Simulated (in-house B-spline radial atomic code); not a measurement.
Atomic germanium (Ge); electrons: [Ar] 3d10 4s2 4p2 (high spin). Level of theory: non-relativistic LDA (Slater, VWN5), spin-polarised, spherical fractional occupations, point nucleus, basis-set limit. Computed with an in-house B-spline radial code.

Wanted: the radial probability densities P² of 4p up and 4s up, each times its occupation.

4s up: outer maximum at 1.77 bohr, ⟨r⟩ = 2.14 bohr, 3 nodes, eigenvalue −12.0 eV; 4p up: outer maximum at 2.21 bohr, ⟨r⟩ = 2.84 bohr, 2 nodes, eigenvalue −4.51 eV.

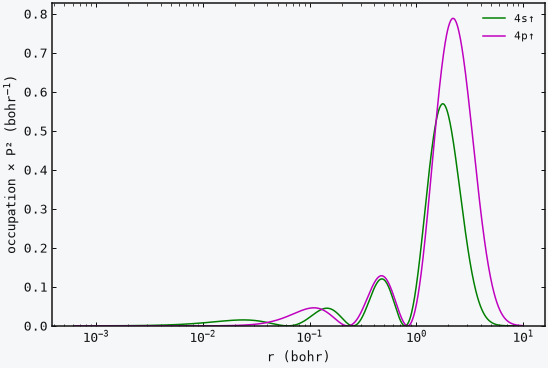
